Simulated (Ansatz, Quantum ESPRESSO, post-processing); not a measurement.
# Gate doping of 1T-PbF2, 1 layer, part 4 of 7

How rigid are the bands of 1T-PbF2, 1 layer under field-effect doping?

Quantum ESPRESSO 7.5; plane-wave DFT, LDA, GBRV ultrasoft pseudopotentials; geometry by Ansatz 0.2.0 with PAW datasets.

So far. Step 3 (SCF with pw.x: neutral sheet, no gate): The run needed 15 iterations to bring the estimated error under 1e-07 Ry. Step 6 (Band structure: neutral sheet, no gate): Along this path the valence top lies at K and the conduction bottom at Γ.

## Step 7: Ground state: charge -0.0262 e against a gate

gate = .true. adds a charged plate at zgate that balances tot_charge; a barrier (block_1 to block_2, block_height) keeps the electrons off it, and dipfield leaves the far side free of field. Negative tot_charge adds electrons. The total energies that the log prints beside a gate are not used here.

Contents of g1.in:

```
&control
  prefix = 'g1'
  outdir = './out'
  pseudo_dir = './pseudo'
  calculation = 'scf'
  tprnfor = .true.
  tefield = .true.
  dipfield = .true.
  gate = .true.
/
&system
  ibrav = 0
  nat = 3
  ntyp = 2
  ecutwfc = 40
  ecutrho = 200
  occupations = 'smearing'
  smearing = 'fd'
  degauss = 0.004
  edir = 3
  emaxpos = 0.226121
  eopreg = 0.01
  eamp = 0.0
  zgate = 0.238121
  block = .true.
  block_1 = 0.15601
  block_2 = 0.320232
  block_height = 2.0
  tot_charge = -0.0262
  nbnd = 20
/
&electrons
  conv_thr = 1e-07
  mixing_beta = 0.4
  electron_maxstep = 120
  mixing_mode = 'local-TF'
  startingpot = 'file'
/
ATOMIC_SPECIES
  F   18.9984  f_lda_v1.4.uspp.F.UPF
  Pb  207.2000  pb_lda_v1.uspp.F.UPF
CELL_PARAMETERS angstrom
  3.98472797016254 -0.00000000000000 -0.00000000000000
  -1.99236398508127 3.45087564933116 -0.00000000000000
  -0.00000000000000 -0.00000000000000 24.35734462590000
ATOMIC_POSITIONS crystal
  F   0.666666666667 0.333333333333 0.459105251965
  Pb  0.000000000000 0.000000000000 0.500000074773
  F   0.333333333333 0.666666666667 0.540894673262
K_POINTS automatic
  12 12 1 0 0 0
```

Started as:

```bash
cp -r out/g0.save out/g1.save
OMP_NUM_THREADS=1 mpirun -n 4 pw.x -nk 4 -in g1.in > g1.out
```

Log:

```text
[banner, memory and clock lines left out]
Program PWSCF v.7.5 starts
[citation notice left out]

[...]
Message from routine setup:
[...]
bravais-lattice index     =            0
     lattice parameter (alat)  =       7.5300  a.u.
     unit-cell volume          =    2260.2399 (a.u.)^3
     number of atoms/cell      =            3
     number of atomic types    =            2
     number of electrons       =        28.03
     number of Kohn-Sham states=           20
     kinetic-energy cutoff     =      40.0000  Ry
     charge density cutoff     =     200.0000  Ry
     scf convergence threshold =      1.0E-07
     mixing beta               =       0.4000
     number of iterations used =            8  local-TF  mixing
     Exchange-correlation= SLA  PZ   NOGX NOGC
                           (   1   1   0   0   0   0   0)

[...]
PseudoPot. # 1 for F  read from file:
     ./pseudo/f_lda_v1.4.uspp.F.UPF
     Pseudo is Ultrasoft, Zval =  7.0
     Generated by new atomic code, or converted to UPF format
     Using radial grid of  799 points,  4 beta functions with:
                l(1) =   0
                l(2) =   0
                l(3) =   1
                l(4) =   1
     Q(r) pseudized with  8 coefficients,  rinner =    0.950   0.950   0.950

     PseudoPot. # 2 for Pb read from file:
     ./pseudo/pb_lda_v1.uspp.F.UPF
     Pseudo is Ultrasoft + core correction, Zval = 14.0
     Generated by new atomic code, or converted to UPF format
     Using radial grid of  899 points,  6 beta functions with:
                l(1) =   0
                l(2) =   0
                l(3) =   1
                l(4) =   1
                l(5) =   2
                l(6) =   2
     Q(r) pseudized with  6 coefficients,  rinner =    1.000   1.000   1.000
                                                       1.000   1.000

     atomic species   valence    mass     pseudopotential
     F                 7.00    18.99840     F ( 1.00)
     Pb               14.00   207.20000     Pb( 1.00)

      6 Sym. Ops. (no inversion) found

                                    s                        frac. trans.

      isym =  1     identity

 cryst.   s( 1) = (     1          0          0      )
                  (     0          1          0      )
                  (     0          0          1      )

 cart.    s( 1) = (  1.0000000  0.0000000  0.0000000 )
                  (  0.0000000  1.0000000  0.0000000 )
                  (  0.0000000  0.0000000  1.0000000 )

      isym =  2     120 deg rotation - cryst. axis [0,0,1]

 cryst.   s( 2) = (     0          1          0      )
                  (    -1         -1          0      )
                  (     0          0          1      )

 cart.    s( 2) = ( -0.5000000 -0.8660254  0.0000000 )
                  (  0.8660254 -0.5000000  0.0000000 )
                  (  0.0000000  0.0000000  1.0000000 )

      isym =  3     120 deg rotation - cryst. axis [0,0,-1]

 cryst.   s( 3) = (    -1         -1          0      )
                  (     1          0          0      )
                  (     0          0          1      )

 cart.    s( 3) = ( -0.5000000  0.8660254  0.0000000 )
                  ( -0.8660254 -0.5000000  0.0000000 )
                  (  0.0000000  0.0000000  1.0000000 )

      isym =  4     inv. 180 deg rotation - cart. axis [1,0,0]

 cryst.   s( 4) = (    -1          0          0      )
                  (     1          1          0      )
                  (     0          0          1      )

 cart.    s( 4) = ( -1.0000000  0.0000000  0.0000000 )
                  (  0.0000000  1.0000000  0.0000000 )
                  (  0.0000000  0.0000000  1.0000000 )

      isym =  5     inv. 180 deg rotation - cryst. axis [0,1,0]

 cryst.   s( 5) = (     1          1          0      )
                  (     0         -1          0      )
                  (     0          0          1      )

 cart.    s( 5) = (  0.5000000  0.8660254  0.0000000 )
                  (  0.8660254 -0.5000000  0.0000000 )
                  (  0.0000000  0.0000000  1.0000000 )

      isym =  6     inv. 180 deg rotation - cryst. axis [1,1,0]

 cryst.   s( 6) = (     0         -1          0      )
                  (    -1          0          0      )
                  (     0          0          1      )

 cart.    s( 6) = (  0.5000000 -0.8660254  0.0000000 )
                  ( -0.8660254 -0.5000000  0.0000000 )
                  (  0.0000000  0.0000000  1.0000000 )

[...]
number of k points=    19  Fermi-Dirac smearing, width (Ry)=  0.0040
[...]
Dense  grid:   107727 G-vectors     FFT dimensions: (  36,  36, 216)

     Smooth grid:    77213 G-vectors     FFT dimensions: (  32,  32, 192)

     Dynamical RAM for                 wfc:       2.95 MB

     Dynamical RAM for     wfc (w. buffer):      17.68 MB

     Dynamical RAM for           str. fact:       3.29 MB

     Dynamical RAM for           local pot:       0.00 MB

     Dynamical RAM for          nlocal pot:       5.01 MB

     Dynamical RAM for                qrad:       2.27 MB

     Dynamical RAM for          rho,v,vnew:      11.34 MB

     Dynamical RAM for               rhoin:       3.78 MB

     Dynamical RAM for            rho*nmix:      26.30 MB

     Dynamical RAM for           G-vectors:       6.75 MB

     Dynamical RAM for          h,s,v(r/c):       0.07 MB

     Dynamical RAM for          <psi|beta>:       0.01 MB

     Dynamical RAM for                 psi:       5.89 MB

     Dynamical RAM for                hpsi:       5.89 MB

     Dynamical RAM for                spsi:       5.89 MB

     Dynamical RAM for      wfcinit/wfcrot:       5.90 MB

     Dynamical RAM for           addusdens:      78.49 MB

     Dynamical RAM for          addusforce:      78.91 MB

     Adding charged plate to compensate the charge of the system - add_gatefield
     see PRB 89, 245406 (2014), works only for 2D systems perpendicular to z
                                i.e. 3rd lattice vector is (0,0,c)

        prefactor of the potential in [Ha a.u.]:    -0.003352
               position of the gate within cell:     0.23812
         ion-gate + gate-gate contribution to the total energy:    -1.661750
                         gate-gate contribution:     0.000674

        Adding potential to prevent charge spilling into region of the gate
        Potential is linearly increased and decreased within the first/last eopreg of block_size
[...]
Dipole               -0.2302 Ry au,         -0.5850 Debye
[...]
total energy              =    -262.72871136 Ry
     estimated scf accuracy    <       0.00003427 Ry

     iteration #  6     ecut=    40.00 Ry     beta= 0.40
[...]
---- Real-time Memory Report at c_bands before calling an iterative solver
           231 MiB given to the printing process from OS
           137 MiB allocation reported by mallinfo(arena+hblkhd)
[...]
------------------
[...]
negative rho (up, down):  1.953E-02 0.000E+00

[...]
Dipole               -0.2266 Ry au,         -0.5759 Debye
[...]
total energy              =    -262.72871162 Ry
     estimated scf accuracy    <       0.00001637 Ry

[...]
iteration # 11     ecut=    40.00 Ry     beta= 0.40
[...]
---- Real-time Memory Report at c_bands before calling an iterative solver
           241 MiB given to the printing process from OS
           147 MiB allocation reported by mallinfo(arena+hblkhd)
[...]
------------------
[...]
negative rho (up, down):  1.839E-02 0.000E+00

[...]
Dipole               -0.2522 Ry au,         -0.6409 Debye
[...]
total energy              =    -262.72868493 Ry
     estimated scf accuracy    <       0.00000067 Ry

     iteration # 12     ecut=    40.00 Ry     beta= 0.40
[...]
---- Real-time Memory Report at c_bands before calling an iterative solver
           242 MiB given to the printing process from OS
           147 MiB allocation reported by mallinfo(arena+hblkhd)
[...]
------------------
[...]
negative rho (up, down):  1.835E-02 0.000E+00

[...]
Dipole               -0.2528 Ry au,         -0.6425 Debye
[...]
total energy              =    -262.72868483 Ry
     estimated scf accuracy    <       0.00000018 Ry

     iteration # 13     ecut=    40.00 Ry     beta= 0.40
[...]
---- Real-time Memory Report at c_bands before calling an iterative solver
           242 MiB given to the printing process from OS
           147 MiB allocation reported by mallinfo(arena+hblkhd)
[...]
------------------
[...]
negative rho (up, down):  1.830E-02 0.000E+00

[...]
Dipole               -0.2527 Ry au,         -0.6423 Debye
[...]
total energy              =    -262.72868483 Ry
     estimated scf accuracy    <       0.00000010 Ry

     iteration # 14     ecut=    40.00 Ry     beta= 0.40
[...]
---- Real-time Memory Report at c_bands before calling an iterative solver
           242 MiB given to the printing process from OS
           147 MiB allocation reported by mallinfo(arena+hblkhd)
[...]
------------------
[...]
negative rho (up, down):  1.827E-02 0.000E+00

[...]
Dipole               -0.2529 Ry au,         -0.6429 Debye
[...]
End of self-consistent calculation

          k = 0.0000 0.0000 0.0000 (  9699 PWs)   bands (ev):

   -25.8121 -25.4405 -20.0099 -19.9794 -19.9794 -19.9346 -19.9346 -11.0472
    -7.6760  -7.6760  -7.4860  -7.4860  -7.1616  -6.7148  -1.9931   1.6510
     2.0119   2.0119   2.0246   2.4894

     occupation numbers
     1.0000   1.0000   1.0000   1.0000   1.0000   1.0000   1.0000   1.0000
     1.0000   1.0000   1.0000   1.0000   1.0000   1.0000   0.6178   0.0000
     0.0000   0.0000   0.0000   0.0000

          k = 0.0000 0.0962 0.0000 (  9695 PWs)   bands (ev):

   -25.8014 -25.4488 -20.0088 -19.9780 -19.9657 -19.9334 -19.9303 -11.1069
    -7.7749  -7.7736  -7.4680  -7.4210  -7.1252  -6.6298  -1.8922   1.4224
     1.9115   2.0482   2.2065   2.6248

     occupation numbers
     1.0000   1.0000   1.0000   1.0000   1.0000   1.0000   1.0000   1.0000
     1.0000   1.0000   1.0000   1.0000   1.0000   1.0000   0.2019   0.0000
     0.0000   0.0000   0.0000   0.0000

[...]
the Fermi energy is    -1.9670 ev

!    total energy              =    -262.72868481 Ry
     estimated scf accuracy    <       0.00000003 Ry
     smearing contrib. (-TS)   =      -0.00022421 Ry
     internal energy E=F+TS    =    -262.72846060 Ry

     The total energy is F=E-TS. E is the sum of the following terms:
     one-electron contribution =   -1277.74858610 Ry
     hartree contribution      =     648.04537447 Ry
     xc contribution           =     -81.30786372 Ry
     ewald contribution        =     449.94400905 Ry
     electric field correction =       0.00035569 Ry
     gate field correction     =      -1.66175000 Ry

     convergence has been achieved in  14 iterations

     negative rho (up, down):  1.827E-02 0.000E+00

     Forces acting on atoms (cartesian axes, Ry/au):

     atom    1 type  1   force =     0.00000000    0.00000000    0.01301957
     atom    2 type  2   force =     0.00000000   -0.00000000    0.00433742
     atom    3 type  1   force =     0.00000000    0.00000000   -0.01735699
     The non-local contrib.  to forces
     atom    1 type  1   force =     0.00000000    0.00000000    0.35883239
     atom    2 type  2   force =     0.00000000    0.00000000    0.00819598
     atom    3 type  1   force =     0.00000000   -0.00000000   -0.39948853
     The ionic contribution  to forces
     atom    1 type  1   force =    -0.00000000    0.00000000  -24.29286160
     atom    2 type  2   force =     0.00000000   -0.00000000    0.00005148
     atom    3 type  1   force =     0.00000000   -0.00000000   24.29281012
     The local contribution  to forces
     atom    1 type  1   force =    -0.00000000    0.00000000   23.90094018
     atom    2 type  2   force =     0.00000000    0.00000000   -0.08614288
     atom    3 type  1   force =     0.00000000   -0.00000000  -23.94857829
     The core correction contribution to forces
     atom    1 type  1   force =     0.00000000    0.00000000    0.00000000
     atom    2 type  2   force =     0.00000000    0.00000000   -0.00106008
     atom    3 type  1   force =     0.00000000    0.00000000    0.00000000
     The Hubbard contrib.    to forces
     atom    1 type  1   force =     0.00000000    0.00000000    0.00000000
     atom    2 type  2   force =     0.00000000    0.00000000    0.00000000
     atom    3 type  1   force =     0.00000000    0.00000000    0.00000000
     The SCF correction term to forces
     atom    1 type  1   force =     0.00000000    0.00000000    0.00006130
     atom    2 type  2   force =     0.00000002   -0.00000001   -0.00095501
     atom    3 type  1   force =    -0.00000000    0.00000000   -0.00047025

     Gate contribution to forces:
     atom    1 type  1   force =     0.00000000    0.00000000    0.02619040
     atom    2 type  2   force =     0.00000000    0.00000000    0.04470345
     atom    3 type  1   force =     0.00000000    0.00000000    0.01851307

     Total force =     0.022127     Total SCF correction =     0.001066

[...]
```

Elapsed: 29 s, on 4 MPI ranks of Arm Neoverse V2, shared host; peak memory 0.81 GiB.

Read from the output:

- Fermi energy: -1.967 eV

The program's own clock; routines nest. Time by routine:

```csv
routine,wall time (s),calls
PWSCF,28,1
electrons,26.95,1
c_bands,15.1,14
cegterg,13,70
h_psi,9.85,458
fftw,9.06,9156
vloc_psi,8.71,458
mix_rho,6.88,14
ffts,4.4,1628
sum_band,3.38,14
sum_band:loo,1.93,14
newd,1.31,15
addusdens,1.3,14
cegterg:last,0.99,162
```

The run needed 14 iterations to bring the estimated error under 1e-07 Ry.

## Step 8: Density by pp.x

Contents of g1.rho.in:

```
&inputpp
  prefix = 'g1'
  outdir = './out'
  filplot = 'g1.rho.dat'
  plot_num = 0
/
```

Started as:

```bash
OMP_NUM_THREADS=1 mpirun -n 4 pp.x -in g1.rho.in > g1.rho.out
```

Wall time 0.91 s (4 MPI ranks); peak memory 0.12 GiB.

This step gave:

| Quantity | Value |
| --- | --- |
| electrons by integration | 28.03 e |

The density integrates to 28.026 electrons, as the 28.03 of the input ask.

## Step 9: Electrostatic potential

The potential should show the barrier, the kink at the plate, the step of the dipole correction and a flat far side.

Contents of g1.pot.in:

```
&inputpp
  prefix = 'g1'
  outdir = './out'
  filplot = 'g1.pot.dat'
  plot_num = 11
/
```

Started as:

```bash
OMP_NUM_THREADS=1 mpirun -n 4 pp.x -in g1.pot.in > g1.pot.out
```

Log:

```text
[banner, memory and clock lines left out]
Program POST-PROC v.7.5 starts
[citation notice left out]

[...]
./out/g1.save/

[...]
negative rho (up, down):  1.827E-02 0.000E+00

     Adding external electric field

     Computed dipole along edir(3) :
        Dipole               -0.2529 Ry au,         -0.6429 Debye
        Dipole field         -0.0014 Ry au,

        Potential amp.        0.1282 Ry
        Total length         45.5684 bohr

     Calling punch_plot, plot_num =  11

     Adding external electric field

     Computed dipole along edir(3) :
        Dipole               -0.2529 Ry au,         -0.6429 Debye
        Dipole field         -0.0014 Ry au,

        Potential amp.        0.1282 Ry
        Total length         45.5684 bohr

     Writing data to file  g1.pot.dat
     Message from routine chdens:
     namelist plot not found or invalid, exiting
```

Elapsed: 0.91 s, on 4 MPI ranks; peak memory 0.12 GiB; 3.3 s of CPU time.

Electrostatic potential energy of an electron, with the sawtooth; zero at the Fermi level. Potential energy, planar mean against z:

```csv
z (Å),"potential energy, planar mean (eV)"
0.0,4.10
2.5,4.10
5.0,31.3
7.5,30.1
10.0,3.56
12.5,-10.5
15.0,4.07
17.5,4.10
20.0,4.10
22.5,4.10
```

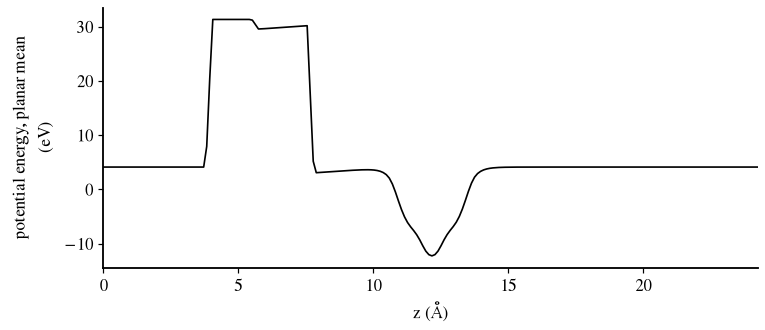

Potential energy, planar mean, plotted against z.

## Step 10: Induced charge

The planar mean oscillates, so the rows of the table below give means over windows of 2.5 Å about each position, cut where the curve ends. Its maxima inside the range that stand out by 2 % of the span (Å: e/Å³): 10.7: 0.00114, 11.2: 0.00119, 13.4: 3.3e-4. Its minima: 10.9: 0.00101, 12.2: -3.1e-4.

Planar mean against z; means over each step:

```csv
z (Å),planar mean (e/Å³)
5.0,-6.2e-9
7.5,5.2e-6
10.0,6.1e-4
12.5,1.0e-4
15.0,4.6e-5
17.5,8.3e-7
20.0,6.4e-9
```

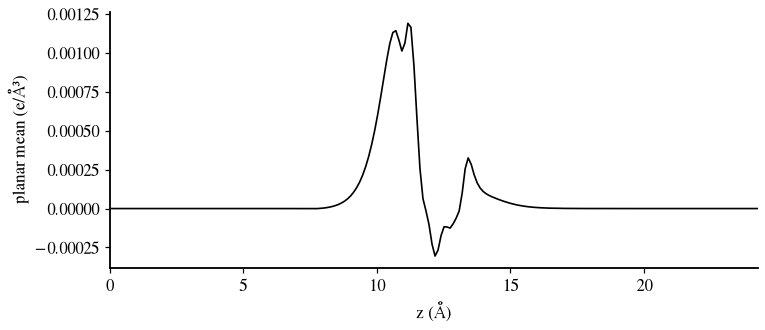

Planar mean, plotted against z.

Table of running integral, electrons below z by z:

```csv
z (Å),"running integral, electrons below z (e/Å²)"
5.0,0
7.5,-6.7e-7
10.0,3.2e-4
12.5,0.00170
15.0,0.00189
17.5,0.00191
20.0,0.00191
22.5,0.00191
```

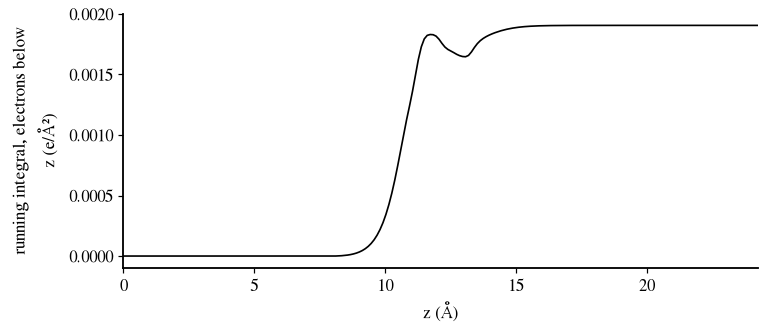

Running integral, electrons below z against z.

## Step 11: Self-consistent run: charge 0.0262 e against a gate

g2.in, as its differences from the input of step 7:

```diff
@@ -1,3 +1,3 @@
 &control
-  prefix = 'g1'
+  prefix = 'g2'
   outdir = './out'
@@ -28,3 +28,3 @@
   block_height = 2.0
-  tot_charge = -0.0262
+  tot_charge = 0.0262
   nbnd = 20
```

Started as:

```bash
cp -r out/g1.save out/g2.save
OMP_NUM_THREADS=1 mpirun -n 4 pw.x -nk 4 -in g2.in > g2.out
```

Log:

```text
[banner, memory and clock lines left out]
Program PWSCF v.7.5 starts
[...]
Message from routine setup:
[...]
number of electrons       =        27.97
     number of Kohn-Sham states=           20
     kinetic-energy cutoff     =      40.0000  Ry
     charge density cutoff     =     200.0000  Ry
[...]
number of k points=    19  Fermi-Dirac smearing, width (Ry)=  0.0040
[...]
Dense  grid:   107727 G-vectors     FFT dimensions: (  36,  36, 216)
[...]
The initial density is read from file :
[...]
negative rho (up, down):  1.823E-02 0.000E+00
[...]
Starting wfcs are   17 randomized atomic wfcs +    3 random wfcs
[...]
negative rho (up, down):  1.784E-02 0.000E+00
[...]
estimated scf accuracy    <       0.01080643 Ry
[...]
negative rho (up, down):  1.756E-02 0.000E+00
[...]
estimated scf accuracy    <       0.00544713 Ry
[...]
negative rho (up, down):  1.767E-02 0.000E+00
[...]
estimated scf accuracy    <       0.00117466 Ry
[...]
negative rho (up, down):  1.759E-02 0.000E+00
[...]
estimated scf accuracy    <       0.00027876 Ry
[...]
negative rho (up, down):  1.745E-02 0.000E+00
[...]
estimated scf accuracy    <       0.00008770 Ry
[...]
negative rho (up, down):  1.741E-02 0.000E+00
[...]
estimated scf accuracy    <       0.00004884 Ry
[...]
negative rho (up, down):  1.747E-02 0.000E+00
[...]
estimated scf accuracy    <       0.00003482 Ry
[...]
negative rho (up, down):  1.772E-02 0.000E+00
[...]
estimated scf accuracy    <       0.00002587 Ry
[...]
negative rho (up, down):  1.791E-02 0.000E+00
[...]
estimated scf accuracy    <       0.00001155 Ry
[...]
negative rho (up, down):  1.800E-02 0.000E+00
[...]
estimated scf accuracy    <       0.00000403 Ry
[...]
negative rho (up, down):  1.825E-02 0.000E+00
[...]
estimated scf accuracy    <       0.00000301 Ry
[...]
negative rho (up, down):  1.822E-02 0.000E+00
[...]
estimated scf accuracy    <       0.00000102 Ry
[...]
negative rho (up, down):  1.827E-02 0.000E+00
[...]
estimated scf accuracy    <       0.00000040 Ry
[...]
negative rho (up, down):  1.832E-02 0.000E+00
[...]
Total length         45.5684 bohr
[...]
estimated scf accuracy    <       0.00000018 Ry
[...]
negative rho (up, down):  1.837E-02 0.000E+00
[...]
Computed dipole along edir(3) :
[...]
Dipole                0.2539 Ry au,          0.6453 Debye
        Dipole field          0.0014 Ry au,
        Potential amp.       -0.1286 Ry
        Total length         45.5684 bohr
[...]
the Fermi energy is    -5.5659 ev
!    total energy              =    -259.82644896 Ry
     estimated scf accuracy    <       0.00000008 Ry
     smearing contrib. (-TS)   =      -0.00040992 Ry
     internal energy E=F+TS    =    -259.82603904 Ry
[...]
one-electron contribution =   -1276.32836010 Ry
     hartree contribution      =     646.16846747 Ry
     xc contribution           =     -81.27495906 Ry
     ewald contribution        =     449.94400905 Ry
     electric field correction =       0.00035838 Ry
     gate field correction     =       1.66444522 Ry
     convergence has been achieved in  15 iterations
     negative rho (up, down):  1.837E-02 0.000E+00
[...]
Total force =     0.027108     Total SCF correction =     0.000948
[...]
```

The job ended after 30 s (4 MPI ranks; peak memory 0.54 GiB).

Numbers from this step:

```
Fermi energy : -5.566 eV
```

## Step 12: Density by pp.x

Contents of g2.rho.in:

```
&inputpp
  prefix = 'g2'
  outdir = './out'
  filplot = 'g2.rho.dat'
  plot_num = 0
/
```

Started as:

```bash
OMP_NUM_THREADS=1 mpirun -n 4 pp.x -in g2.rho.in > g2.rho.out
```

The job ended after 0.91 s (4 MPI ranks; peak memory 0.12 GiB; 3.3 s of CPU time).

This step gave:

* electrons by integration: 27.97 e

[end of part 4 of 7]

[Logs are printed without paths, hosts, clocks, repeated set-up lines and the standing remarks that a program may print on its own settings, such as how far it seeks lower states.]

[Hosts, paths, dates, database ids (printed as entryN), source tags and the programs' standing remarks are cut or masked in the printed files.]

[Maps of the electrostatic potential energy from Ansatz leave out the sawtooth potential of an applied field or a dipole correction, so their vacuum need not be flat; planar profiles and work functions include it.]
